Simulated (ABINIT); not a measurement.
Band structure of GaN (P6_3mc, 4 atoms in the cell).

```xyz
4
Lattice="3.1204 0.0000 0.0000 -1.5602 2.7023 0.0000 0.0000 0.0000 5.0807" Properties=species:S:1:pos:R:3 pbc="T T T"
Ga     1.5602     0.9008     2.5357
Ga     0.0000     1.8015     5.0760
N      1.5602     0.9008     4.4503
N      0.0000     1.8015     1.9099
```

Method of the run: PBE, PAW (JTH v2.0 PBE PAW) (plane waves; ABINIT).

Settings: pseudos = [Ga.GGA_PBE-JTH.xml, N.GGA_PBE-JTH.xml]; ecut = 26 Ha; pawecutdg = 52 Ha; pawxcdev = 0; occopt = 1; ngkpt = 10 10 5; nshiftk = 1; shiftk = 0 0 0; potentials = JTH v2.0 PBE PAW; kptopt = 1; nstep = 80; tolvrs1 = 1e-10; diemac = 12.

The starting cell comes from a database of computed structures (which also holds hypothetical and non-ambient phases and stackings), without a prior relaxation at this level. Its lattice was rescaled by a random factor within 2.5 % of one.

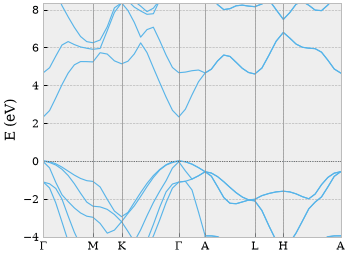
Figure: Bands along the path, energies from the top of the valence band on the SCF mesh.

### Question
Read off roughly the gap and where its edges lie.

### Answer
The gap along the path is about 2.3 eV (computed: 2.33 eV), direct at Γ to within 0.01 eV.

Levels in eV from the top of the valence band on the SCF mesh, bands 15 to 22:
```json
[
 {"point": "Γ", "15": "-1.12", "16": "-0.04", "17": "0.00", "18": "0.00", "19": "2.33", "20": "4.66", "21": "9.56", "22": "10.26"},
 {"point": "M", "15": "-4.50", "16": "-2.98", "17": "-2.39", "18": "-1.08", "19": "5.23", "20": "5.90", "21": "6.24", "22": "9.12"},
 {"point": "K", "15": "-5.56", "16": "-3.21", "17": "-3.21", "18": "-2.94", "19": "5.13", "20": "8.35", "21": "8.35", "22": "8.67"},
 {"point": "A", "15": "-0.57", "16": "-0.57", "17": "-0.57", "18": "-0.57", "19": "4.65", "20": "4.65", "21": "8.80", "22": "8.80"},
 {"point": "L", "15": "-2.11", "16": "-2.11", "17": "-2.03", "18": "-2.03", "19": "4.59", "20": "4.59", "21": "8.15", "22": "8.15"},
 {"point": "H", "15": "-4.54", "16": "-4.54", "17": "-1.60", "18": "-1.60", "19": "6.79", "20": "6.79", "21": "7.48", "22": "7.48"}
]
```
